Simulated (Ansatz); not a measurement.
# Fields on a plane of EuO (rock salt)

```xyz
2
Lattice="0.0000 2.5308 2.5308 2.5308 0.0000 2.5308 2.5308 2.5308 0.0000" Properties=species:S:1:pos:R:3 pbc="T T T"
O      0.0000     0.0000     0.0000
Eu     2.5308     2.5308     2.5308
```

The slice is a {100} plane (indices of the conventional cell) through the point (0.000, 0.000, 0.000) (fractional), spanned by u = [100] and v = [0 1 -1] in vectors of this cell: u (3.58 Å) and v (3.58 Å, at 90° to u). It covers one period; positions are fractions (u, v).

Atoms on it: O at (0.00, 0.00); Eu at (0.50, 0.50).

Level of theory: PBE (plane waves to 420 eV, PAW, scalar-relativistic; Ansatz, a first-principles code). k mesh 16×16×16. Near the nuclei the fields are pseudised (PAW); where an atom keeps semicore shells as valence, they peak there. EuO is run spin-polarised and with no Hubbard U. EuO was relaxed with its symmetry unable to fall. Relaxed EuO ends ferromagnetic. The magnetic order is the one the run started from; other orders were not tried. The f-shell state is unchecked: a lower one may exist.

```
|00000000000000000000|
|00000000000000000000|
|00000000000000000000|
|00000000000000000000|
|00000000000000000000|
|00000000000000000000|
|00000000011100000000|
|00000000234320000000|
|00000001368631000000|
|00000001489841000000|
|00000001368631000000|
|00000000234320000000|
|00000000011100000000|
|00000000000000000000|
|00000000000000000000|
|00000000000000000000|
|00000000000000000000|
|00000000000000000000|
|00000000000000000000|
|00000000000000000000|
```
Scale: ten equal steps from -0.16 (start of '0') to 17.36 (end of '9'), in the order '0123456789'. Values: spin density, up minus down in e/Å³. The map has 20 points along u (one character each, u = 0 at the left) and 20 along v (v = 0 in the bottom row). 

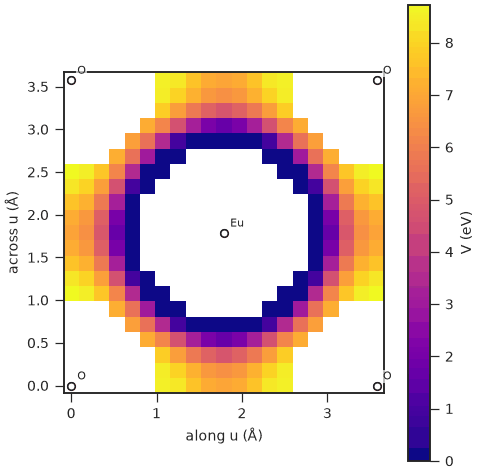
*Electrostatic potential energy of an electron, from the cell's mean, in eV, one period of the plane, atoms marked. Points within 1 Å of a nucleus are left white, as the pseudised field means little there. Values under 0 eV are set to 0. The zero, the cell's mean, hangs on the PAW cores.*

The density on the O–Eu line (2.53 Å) at its density minimum, 1.2 Å from O comes out as 0.28 e/Å³ and the ELF at that point is 0.1.
